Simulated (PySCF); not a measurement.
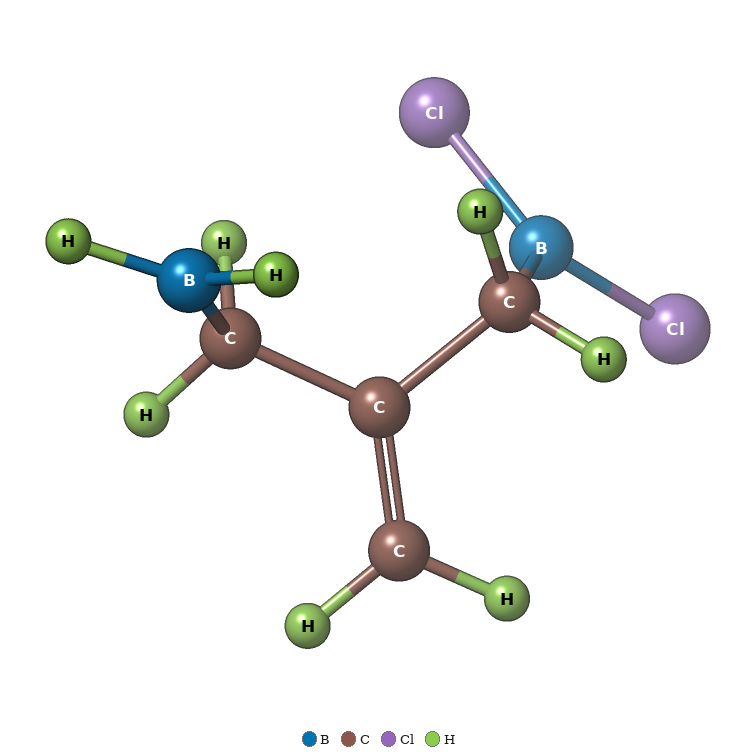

Orthographic view. Distant atoms are faded towards the background colour. The geometry was computed by an optimisation with GFN2-xTB. No frequency run is at hand to confirm it as a minimum.

Question: Write the InChI string.

Answer: InChI=1S/C4H8B2Cl2/c1-4(2-5)3-6(7)8/h1-3,5H2
